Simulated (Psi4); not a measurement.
Intermolecular potential of Cl2 ··· H2Se (SMILES ClCl and [SeH2]). Monomers: optimised at B3LYP-D3(BJ) (def2-TZVP), held rigid. Orientation: lowest of the rigid-body minima from ten starts at GFN2-xTB (searched outside a hard wall at short contacts). The monomers approach along the line of their centres of mass (distance R); nothing else relaxes. The shortest distances reach bonding range, where SAPT0 and rigid monomers are unreliable.

Level of theory: SAPT0/jun-cc-pVDZ, frozen core (Psi4).

Components in kJ/mol:

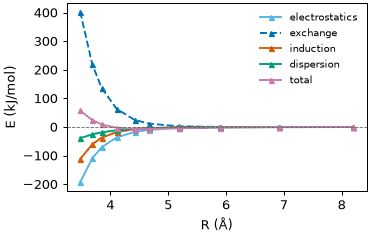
Figure: Components of the interaction energy.

```csv
R / Å,electrostatics,exchange,induction,dispersion,total
3.48,-193.95,403.09,-112.22,-39.27,57.65
3.69,-109.25,218.97,-60.38,-25.67,23.67
3.85,-71.23,136.87,-37.79,-18.86,8.99
4.11,-36.54,63.33,-17.85,-11.73,-2.79
4.42,-17.43,25.02,-7.44,-6.86,-6.72
4.67,-10.10,11.75,-3.69,-4.54,-6.58
5.19,-3.81,2.42,-0.87,-2.03,-4.29
5.90,-1.43,0.28,-0.14,-0.77,-2.06
6.91,-0.54,0.01,-0.02,-0.24,-0.79
8.20,-0.21,0.00,0.00,-0.08,-0.29
```
